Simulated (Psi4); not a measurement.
# CH4BO (SMILES [BH]OC), step by step

We compute a geometry optimisation (U-r2SCAN/3-21G), then vibrational wavenumbers, then a single-point energy (UMP2/def2-TZVPP) of CH4BO. 

Program for the calculation: Psi4 1.11.

### Step 1. The molecule

CH4BO: 7 atoms, total charge 0, spin state doublet. As SMILES, `[BH]OC`. The shape is that of a PBE0-D4/def2-TZVP optimisation. This is one conformer, not always the lowest. The run starts from this shape.

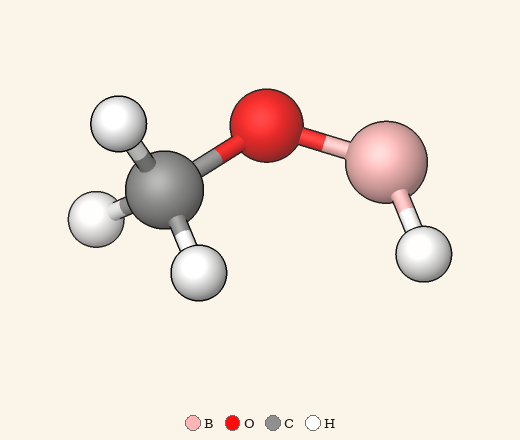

The structure, seen from a chosen angle (boron pink, oxygen red, carbon grey, hydrogen white).

### Step 2. A structure relaxation at U-r2SCAN/3-21G (density fitting) (run 1)

File job.in:

```
memory 1600 mb

molecule m {
  0 2
  B     -1.319600    -1.025700    -0.172900
  O     -0.272400    -0.707100     0.564500
  C      0.642200     0.338600     0.243900
  H     -1.628500    -0.474200    -1.201600
  H      0.357800     0.834000    -0.687600
  H      0.643000     1.059300     1.062300
  H      1.638900    -0.092800     0.145600
}

set {
  basis        3-21G
  reference    uks
  geom_maxiter 60
}

opt("r2scan")
```

Command:

```bash
psi4 job.in job.out -n 1
```

job.out:

```text
[...]
  Running in c1 symmetry.
[...]
  Nuclear repulsion =   64.636182110939899
[...]
  Multiplicity = 2
[...]
  Nalpha       = 12
  Nbeta        = 11
[...]
    Number of basis functions: 35
[...]
   @DF-UKS iter   1:  -139.58717875497433   -4.39546e-01   1.25829e-02 DIIS/ADIIS
[...]
   @DF-UKS iter   7:  -139.67859475606389   -9.94760e-13   6.83026e-09 DIIS
[...]
   @S^2 Observed:                7.540465735E-01
[...]
    Orbital Energies [Eh]
    ---------------------
    Alpha Occupied:
       1A    -18.918868     2A    -10.059838     3A     -6.632747
       4A     -0.999491     5A     -0.686862     6A     -0.498874
       7A     -0.435697     8A     -0.434466     9A     -0.393391
      10A     -0.302265    11A     -0.300085    12A     -0.158777
    Alpha Virtual:
      13A     -0.033483    14A      0.070841    15A      0.123221
      16A      0.158272    17A      0.163998    18A      0.192128
      19A      0.258728    20A      0.446860    21A      0.460042
      22A      0.520901    23A      0.661122    24A      0.693741
      25A      0.746635    26A      0.830390    27A      1.013129
[...]
  @DF-UKS Final Energy:  -139.67859475606389
   => Energetics <=
    Nuclear Repulsion Energy =             62.7010969160083391
    One-Electron Energy =                -312.7154543682224812
    Two-Electron Energy =                 129.6623952422061734
    DFT Exchange-Correlation Energy =     -19.3266325460559329
    Empirical Dispersion Energy =           0.0000000000000000
    VV10 Nonlocal Energy =                  0.0000000000000000
    Total Energy =                       -139.6785947560638874
[...]
 Multipole Moments:
 ------------------------------------------------------------------------------------
     Multipole            Electronic (a.u.)      Nuclear  (a.u.)        Total (a.u.)
 ------------------------------------------------------------------------------------
 L = 1.  Multiply by 2.5417464519 to convert [e a0] to [Debye]
 Dipole X            :         -2.2061122            2.9381726            0.7320605
 Dipole Y            :         -2.5884609            3.3831485            0.7946876
 Dipole Z            :          0.8564681           -1.0599075           -0.2034395
 Magnitude           :                                                    1.0994674
[...]
  -Total Gradient:
     Atom            X                  Y                   Z
    ------   -----------------  -----------------  -----------------
       1        0.000000641219    -0.000071614966     0.000092568530
       2        0.000012843681    -0.000011610862     0.000026102159
       3       -0.000050306586    -0.000048763166     0.000007604669
       4       -0.000049955935    -0.000106358117     0.000078111240
       5       -0.000067422657    -0.000049888281    -0.000009870463
       6       -0.000026654466    -0.000004915992    -0.000027032322
       7       -0.000030114991    -0.000002908838    -0.000024548807
[...]
    Final optimized geometry and variables:
    Molecular point group: c1
    Full point group: C1
    Geometry (in Angstrom), charge = 0, multiplicity = 2:
    B           -1.121119312148    -0.644912610760    -0.407540854136
    O           -0.044075489909    -0.322127012528     0.356993296469
    C            0.919851955038     0.772908550846     0.027981806190
    H           -1.453769762960    -0.109182216832    -1.442379006275
    H            0.635876294852     1.271714235523    -0.907344765973
    H            0.903119253599     1.477590241378     0.864195869742
    H            1.908676951225     0.314290677733    -0.061483941158
    Psi4 run time: 0:00:32.27
[...]
```

On the terminal:

```text
Optimizer: Optimization complete!
```

Wall time 33 s (1 thread of Intel Xeon 6975P-C (Granite Rapids), shared host); peak memory 0.59 GiB.

Step by step:

| step | energy from the first frame kept (eV) | largest force (eV/Å) |
| --- | --- | --- |
| 0 | 0.0000 | 2.1520 |
| 1 | -0.0977 | 0.6031 |
| 2 | -0.1048 | 0.2947 |
| 3 | -0.1070 | 0.1163 |
| 4 | -0.1072 | 0.0159 |
| 5 | -0.1072 | 0.0073 |

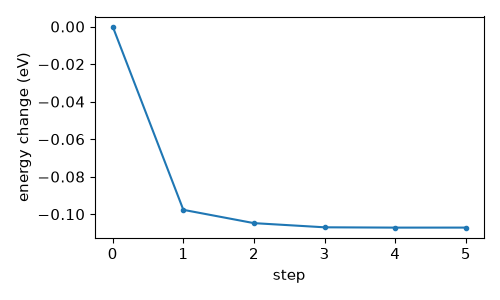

Energy along the run.

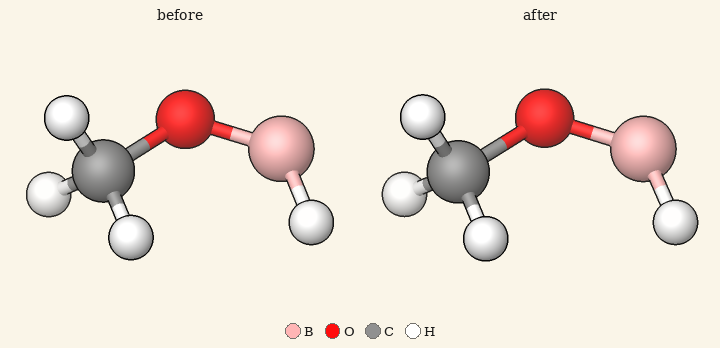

Before and after, at one scale.

After the run. Bond lengths: B1–O2 1.360 Å, O2–C3 1.495 Å, B1–H4 1.212 Å, C3–H5 1.097 Å, C3–H6 1.094 Å, C3–H7 1.094 Å. Angles: B1–O2–C3 124.1°, O2–B1–H4 126.3°, O2–C3–H5 110.7°, O2–C3–H6 107.1°, O2–C3–H7 107.1°, H5–C3–H6 110.8°, H5–C3–H7 110.8°, H6–C3–H7 110.3°.

### Step 3. The harmonic vibrations at U-r2SCAN/3-21G (density fitting) (run 2)

File ch4bo.inp:

```
memory 1600 mb

molecule m {
  0 2
  B
  O 1 r2
  C 2 r3 1 a3
  H 1 r4 2 a4 3 d4
  H 3 r5 2 a5 1 d5
  H 3 r6 5 a6 2 d6
  H 3 r7 6 a7 5 d7

  r2 = 1.35968
  r3 = 1.495496
  a3 = 124.10382
  r4 = 1.211839
  a4 = 126.34552
  d4 = 0.00127
  r5 = 1.097398
  a5 = 110.70391
  d5 = 0.00492
  r6 = 1.093668
  a6 = 110.78403
  d6 = -118.63967
  r7 = 1.093668
  a7 = 110.27774
  d7 = 123.01461
  symmetry c1
}

set {
  basis 3-21G
  reference uks
  t 400.0
  rotational_symmetry_number 1
}

e_tot, wfn = frequencies("r2scan", return_wfn=True)
```

Command:

```bash
psi4 -i ch4bo.inp -o ch4bo.out -n 1
```

ch4bo.out (excerpt; [...] marks lines left out):

```text
[...]
  Running in c1 symmetry.
[...]
  Nuclear repulsion =   62.701080428286865
[...]
  Multiplicity = 2
[...]
  Nalpha       = 12
  Nbeta        = 11
[...]
    Number of basis functions: 35
[...]
   @DF-UKS iter   1:  -139.59520417427794   -5.75191e-01   1.21749e-02 DIIS/ADIIS
[...]
   @DF-UKS iter  12:  -139.67859310740715   -1.25056e-12   9.23888e-09 DIIS
[...]
   @S^2 Observed:                7.540466057E-01
[...]
  @DF-UKS Final Energy:  -139.67859310740715
   => Energetics <=
    Nuclear Repulsion Energy =             62.7010801500238344
    One-Electron Energy =                -312.7154214306314088
    Two-Electron Energy =                 129.6623804706305805
    DFT Exchange-Correlation Energy =     -19.3266322974301765
    Empirical Dispersion Energy =           0.0000000000000000
    VV10 Nonlocal Energy =                  0.0000000000000000
    Total Energy =                       -139.6785931074071527
[...]
 Multipole Moments:
[...]
  -Total Gradient:
     Atom            X                  Y                   Z
    ------   -----------------  -----------------  -----------------
       1        0.000004356195     0.000111580568     0.000034630465
       2       -0.000092294937     0.000022145907     0.000023079843
       3       -0.000868535078     0.000051757208    -0.000046892100
       4       -0.000006336973     0.000139488124    -0.000020924780
       5       -0.000120125300     0.000046714943    -0.000070272399
       6        0.000537796498     0.000011948481     0.000429103315
       7        0.000545618847    -0.000025946887    -0.000505733453
[...]
  ==> Harmonic Vibrational Analysis <==
[...]
  Freq [cm^-1]                 145.2317            347.2769            595.1269
[...]
  IR activ [km/mol]             2.0559              4.5495              0.4432
[...]
  Freq [cm^-1]                 815.8271            984.3980           1130.2183
[...]
  IR activ [km/mol]            27.9135             21.7265              0.2774
[...]
  Freq [cm^-1]                1143.3178           1332.8251           1487.1490
[...]
  IR activ [km/mol]             3.0247             110.4694             4.6824
[...]
  Freq [cm^-1]                1542.6058           1550.5756           2545.7307
[...]
  IR activ [km/mol]             6.0872             15.2345             120.4591
[...]
  Freq [cm^-1]                3034.6319           3134.8005           3155.8331
[...]
  IR activ [km/mol]            27.5254             19.4713             16.2754
[...]
```

Standard output:

```text
Warning: used thermodynamics relations inappropriate for low-frequency modes: ['145.2317' '347.2769' '595.1269']
```

Wall time 3.9 min (1 thread of Intel Xeon 6975P-C (Granite Rapids), shared host); peak memory 0.58 GiB.

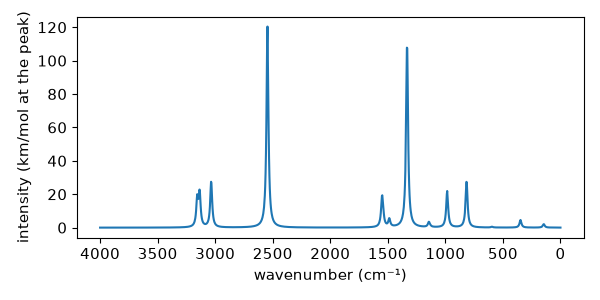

Harmonic infrared spectrum, unscaled, lines broadened by 10 cm⁻¹.

### Step 4. A single-point energy at UMP2/def2-TZVPP (density fitting, density fitting for correlation) (run 3)

File ch4bo.inp:

```
memory 1.6 GB

molecule m {
  0 2
  B     -1.357189    -1.044638    -0.189912
  O     -0.280145    -0.721852     0.574623
  C      0.683782     0.373184     0.245611
  H     -1.689839    -0.508907    -1.224750
  H      0.399807     0.871989    -0.689715
  H      0.667050     1.077865     1.081825
  H      1.672607    -0.085434     0.156145
}

set {
  basis           def2-TZVPP
  reference       uhf
  num_frozen_docc 3
}

e, wfn = energy('mp2', return_wfn=True)
print_variables()
```

Command:

```bash
psi4 ch4bo.inp ch4bo.out -n 1
```

ch4bo.out:

```text
[...]
  Running in c1 symmetry.
[...]
  Nuclear repulsion =   62.701090588716134
[...]
  Multiplicity = 2
[...]
  Nalpha       = 12
  Nbeta        = 11
[...]
    Number of basis functions: 149
[...]
   @DF-UHF iter   1:  -139.67510943763318   -1.02188e+00   2.60660e-03 DIIS/ADIIS
[...]
   @DF-UHF iter  15:  -139.76004337385052   -8.81073e-12   4.59493e-09 DIIS
[...]
   @S^2 Observed:                7.550535933E-01
[...]
    Orbital Energies [Eh]
    ---------------------
    Alpha Occupied:
       1A    -20.579513     2A    -11.299786     3A     -7.643647
       4A     -1.357999     5A     -0.955121     6A     -0.717637
       7A     -0.632292     8A     -0.631613     9A     -0.587939
      10A     -0.513641    11A     -0.487551    12A     -0.325012
    Alpha Virtual:
      13A      0.095004    14A      0.130136    15A      0.167587
      16A      0.185518    17A      0.207557    18A      0.218427
      19A      0.222938    20A      0.254754    21A      0.280058
      22A      0.290497    23A      0.328076    24A      0.332447
      25A      0.450757    26A      0.474639    27A      0.513059
[...]
  @DF-UHF Final Energy:  -139.76004337385052
   => Energetics <=
    Nuclear Repulsion Energy =             62.7010905887161343
    One-Electron Energy =                -313.8735284091193307
    Two-Electron Energy =                 111.4123944465526677
    Total Energy =                       -139.7600433738505217
  UHF NO Occupations:
  HONO-2 :   10  A 1.9991817
  HONO-1 :   11  A 1.9987305
[...]
 Multipole Moments:
 ------------------------------------------------------------------------------------
     Multipole            Electronic (a.u.)      Nuclear  (a.u.)        Total (a.u.)
 ------------------------------------------------------------------------------------
 L = 1.  Multiply by 2.5417464519 to convert [e a0] to [Debye]
 Dipole X            :         -2.3660516            2.9381735            0.5721219
 Dipole Y            :         -2.6565259            3.3831488            0.7266229
 Dipole Z            :          0.7682433           -1.0599074           -0.2916641
 Magnitude           :                                                    0.9697280
[...]
```

Run time: 2.4 s. Hardware: 1 thread of Intel Xeon 6975P-C (Granite Rapids), shared host; peak memory 0.26 GiB.

### Step 5. What came out

| quantity | value |
| --- | --- |
| run 1, U-r2SCAN/3-21G: total energy at the end | -139.67859 Eh |
| run 1, U-r2SCAN/3-21G: dipole moment | 2.79 D |
| run 1, U-r2SCAN/3-21G: HOMO energy (highest over α and β) | -4.32 eV |
| run 1, U-r2SCAN/3-21G: LUMO energy (lowest over α and β) | -0.92 eV |
| run 1, U-r2SCAN/3-21G: ⟨S²⟩ | 0.754 |
| run 2, U-r2SCAN/3-21G: lowest harmonic wavenumber | 145 cm⁻¹ |
| run 2, U-r2SCAN/3-21G: highest harmonic wavenumber | 3156 cm⁻¹ |
| run 2, U-r2SCAN/3-21G: zero-point energy | 137.2 kJ/mol |
| run 2, U-r2SCAN/3-21G: ideal-gas entropy at 400 K (symmetry number 1 as used) | 69.7 cal/(mol K) |
| run 3, UMP2/def2-TZVPP: total energy | -140.25045 Eh |
| run 3, UMP2/def2-TZVPP: HOMO energy (Hartree–Fock orbitals) (highest over α and β) | -8.84 eV |
| run 3, UMP2/def2-TZVPP: LUMO energy (Hartree–Fock orbitals) (lowest over α and β) | 2.59 eV |
| run 3, UMP2/def2-TZVPP: correlation energy (3 core orbitals frozen) | -490.4 mEh |
| run 3, UMP2/def2-TZVPP: ⟨S²⟩ of the reference determinant | 0.755 |

What this shows: The optimisation (run 1, U-r2SCAN/3-21G) took 6 steps and changed the energy by -0.107 eV. All 15 modes (run 2, U-r2SCAN/3-21G) are real, so the shape is a minimum at this level.
